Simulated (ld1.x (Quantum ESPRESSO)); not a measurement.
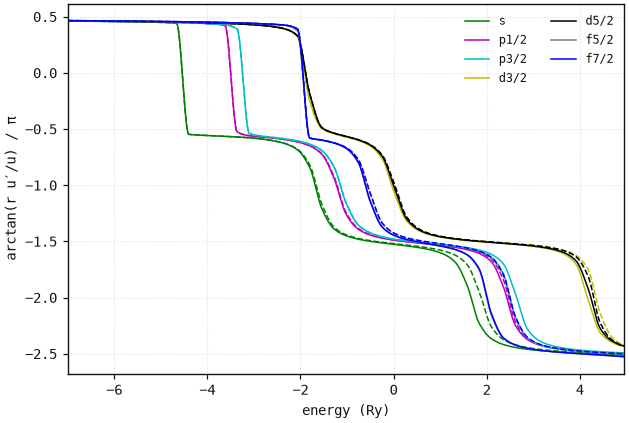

Unwrapped phase arctan(r u′/u) in units of π against energy, all-electron (solid) and pseudo (dashed); the pseudo phase is matched to the all-electron one at the reference energy. Here u = r R(r). A near-vertical step is a level narrower than the spacing of the points behind the curves.

Ld1.x (Quantum ESPRESSO) 7.5 input:

```
 &input
   title='La', zed=57., rel=2, dft='PBE', iswitch=3,
   config='[Xe] 4f0 5d0 6s0 6p0', rel_dist='average'
 /
 &inputp
   pseudotype=2, tm=.false., lloc=-1, rcloc=2.60,
   nlcc=.true., new_core_ps=.true., rcore=1.70
 /
4
5S  1  0   2.00   0.00  2.30  2.30  0.0
5P  2  1   6.00   0.00  2.55  2.55  0.0
5D  3  2   0.00   0.00  3.45  3.45  0.0
4F  4  3   0.00   0.00  1.50  1.50  0.0
 &test
   configts(1)='4f0 5s2 5p6 5d0 6s0 6p0'
 /
```

Question: What does the plot say about ghosts?

Answer: Going away from the reference energies, the phases part by more than π/2 in: f5/2 at about 2.1 Ry (above its reference energy, pseudo phase higher); f7/2 at about 2.1 Ry (above its reference energy, pseudo phase higher). Such a step is either a state that only one of the two atoms has or an ordinary level shifted in energy. The separate test gives: no ghost state below the valence levels in the s, p1/2, p3/2, d3/2, d5/2, f5/2, f7/2 channels.

Question: Over which energies does the pseudo-atom scatter like the all-electron atom (phases within 0.05 rad)?

Answer: s: up to about -1.9 Ry; p1/2: up to about -1.3 Ry; p3/2: up to about 2.0 Ry; d3/2: up to about -0.2 Ry; d5/2: up to about -0.2 Ry; f5/2: up to about -0.8 Ry; f7/2: up to about -0.8 Ry.
